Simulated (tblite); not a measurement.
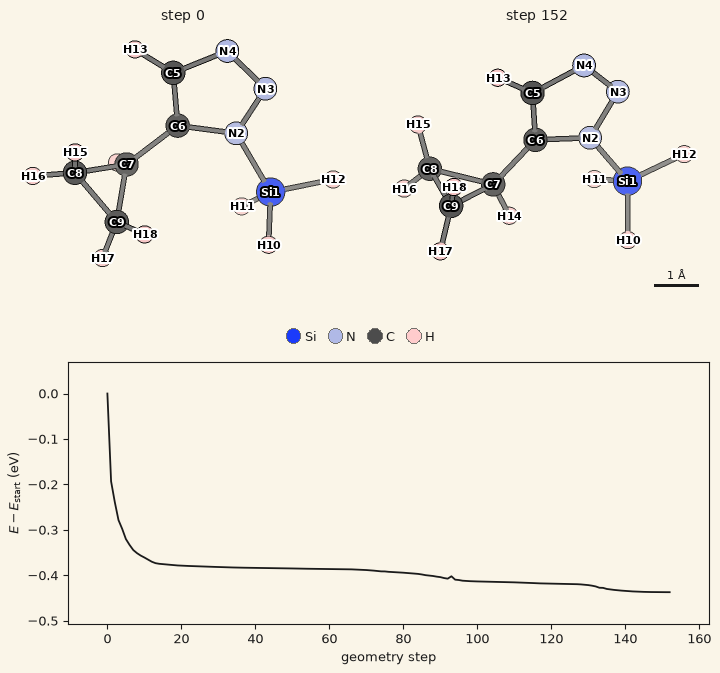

First and last geometry of a relaxation of C$_{5}$H$_{9}$N$_{3}$Si, with the history of the run. The picture is a ball-and-stick view, seen at a tilt.

Method: GFN2-xTB geometry optimisation, gas phase in tblite 0.8.0. 

Read the history and describe the run.

It converged. The largest move after the best rigid fit is that of H18, 1.72 Å. Largest moves by element: H 1.72 Å, C 0.90 Å, Si 0.57 Å, N 0.38 Å. Some distances before and after: C6–C7 1.551 → 1.461 Å, N3–N4 1.333 → 1.270 Å, Si1–H12 1.503 → 1.451 Å, Si1–H10 1.485 → 1.464 Å. Bond angles that change, for instance: N2–Si1–H12 112.1° → 103.5°, H11–Si1–H12 107.4° → 114.3°, Si1–N2–C6 126.4° → 133.0°. Groups turn about C6–C7 by about 75°. After 152 geometry steps the energy has fallen by 0.437 eV.

```json
{"step": "0", "E − E(0), eV": "0.0000"}
{"step": "1", "E − E(0), eV": "-0.1932"}
{"step": "2", "E − E(0), eV": "-0.2387"}
{"step": "3", "E − E(0), eV": "-0.2784"}
{"step": "4", "E − E(0), eV": "-0.2977"}
{"step": "5", "E − E(0), eV": "-0.3201"}
{"step": "6", "E − E(0), eV": "-0.3331"}
{"step": "7", "E − E(0), eV": "-0.3443"}
{"step": "8", "E − E(0), eV": "-0.3511"}
{"step": "9", "E − E(0), eV": "-0.3564"}
{"step": "10", "E − E(0), eV": "-0.3607"}
{"step": "17", "E − E(0), eV": "-0.3768"}
{"step": "25", "E − E(0), eV": "-0.3801"}
{"step": "32", "E − E(0), eV": "-0.3822"}
{"step": "40", "E − E(0), eV": "-0.3835"}
{"step": "47", "E − E(0), eV": "-0.3843"}
{"step": "55", "E − E(0), eV": "-0.3855"}
{"step": "62", "E − E(0), eV": "-0.3861"}
{"step": "70", "E − E(0), eV": "-0.3883"}
{"step": "77", "E − E(0), eV": "-0.3926"}
{"step": "85", "E − E(0), eV": "-0.3980"}
{"step": "92", "E − E(0), eV": "-0.4073"}
{"step": "100", "E − E(0), eV": "-0.4134"}
{"step": "107", "E − E(0), eV": "-0.4146"}
{"step": "115", "E − E(0), eV": "-0.4169"}
{"step": "122", "E − E(0), eV": "-0.4186"}
{"step": "130", "E − E(0), eV": "-0.4214"}
{"step": "137", "E − E(0), eV": "-0.4320"}
{"step": "145", "E − E(0), eV": "-0.4363"}
{"step": "152", "E − E(0), eV": "-0.4370"}
```
